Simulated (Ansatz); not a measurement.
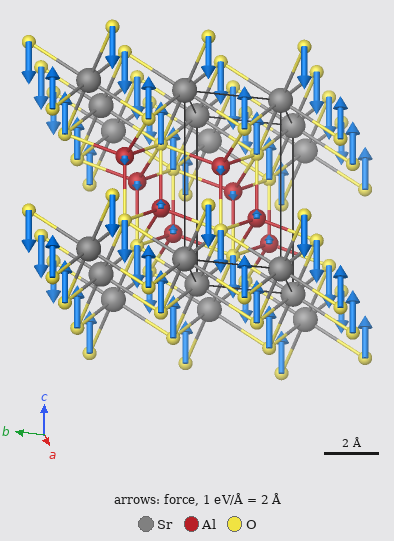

Starting geometry of crystalline SrAl$_{2}$O$_{2}$ (a generated structure, set up in P-3m1) (coarse preliminary run) with the computed forces as blue arrows. A ball-and-stick model of the cell of the calculation, repeated 2 × 2 × 1 with one cell outlined, seen from a free direction.

Theory: DFT PBE, scalar-relativistic, plane waves, PAW (Ansatz). Settings: plane-wave cutoff 420 eV; k-point mesh 6 × 6 × 4; occupations gaussian; smearing width 0.1 eV; no spin polarisation; cell and atoms relaxed; force threshold 0.04 eV/Å; at most 70 steps.

### What follows when this structure is relaxed?

It isn't relaxed: the largest force vector, on O atoms, is 0.83 eV/Å. Measured relative to the changing cell, the final displacements run against the starting forces (cosine between the two patterns −0.42). The largest moves relative to the cell, 0.088 Å, are those of Al atoms. By element the largest moves are Al 0.088 Å, O 0.020 Å. Sr stays in place. Cell: a = b 3.938 → 3.071 Å (−22.0 %), c 6.557 → 8.273 Å (+26.2 %). Volume −23.3 %. Some distances before and after: Sr–Sr 3.938 → 3.071 Å, Al–O 2.500 → 3.223 Å, Al–O 2.458 → 2.071 Å, O–Sr 2.758 → 2.665 Å. Bond angles that change, for instance: O–Sr–O 91.1° → 70.4°, Sr–O–Sr 91.1° → 70.4°, O–Sr–O 88.9° → 109.6°. The space group stays P-3m1 (No. 164). The energy falls by 557 meV per atom in 15 accepted moves (17 points after the start). The largest force component goes from 0.83 to 0.02 eV/Å. Pressure: −3.87 GPa at the start and 0.17 GPa at the end. At 2 points the geometry stayed and the basis and grid were re-selected for the new cell (energy shift of 28.3 meV per atom at most each time). Cost: 60 s on 1 thread of Intel(R) Xeon(R) Processor @ 2.70GHz, on a shared host, peak memory 0.39 GiB.
